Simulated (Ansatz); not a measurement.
Cost and result by functional for the surface energy of the (320) surface of bcc Na in its 1x1 cell, outermost plane spacing 0.58 Å in the ideal cut, in Ansatz (plane waves, PAW). Single points on the PBE structure, on one kind of machine; costs are rough ratios of the slab run's core time (references not counted) to the cheapest single point. r2SCAN's cost holds its higher cutoff (500 against 420 eV). Differences are taken against r2SCAN for comparison alone: no measured value is at hand, so the table doesn't rank accuracy.

Set-up: 19 atoms, 10.5 Å thick at the start (thin: gaps and levels are the slab's own); mesh 9x3x1; 0.1 eV smearing; dipole correction on; all atoms relaxed; start symmetry kept, larger cells not searched; no spin, no spin-orbit, no U. These notes are the PBE run's.

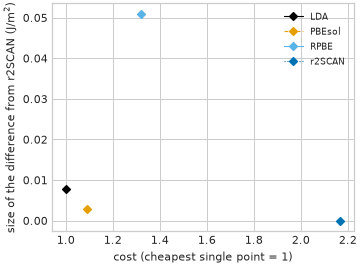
Figure. Difference from r2SCAN against cost

```csv
functional,relative cost,surface energy (J/m²),less r2SCAN (J/m²)
LDA,1,0.25,0.01
PBEsol,1,0.24,0.00
RPBE,1,0.20,-0.05
r2SCAN,2,0.25,0.00
PBE (the relaxed run's value),–,0.22,-0.02
```

The values span 0.06 J/m², while the single points' costs differ by a factor of roughly 2. Differences are of unrounded values.

Ansatz is a first-principles code.
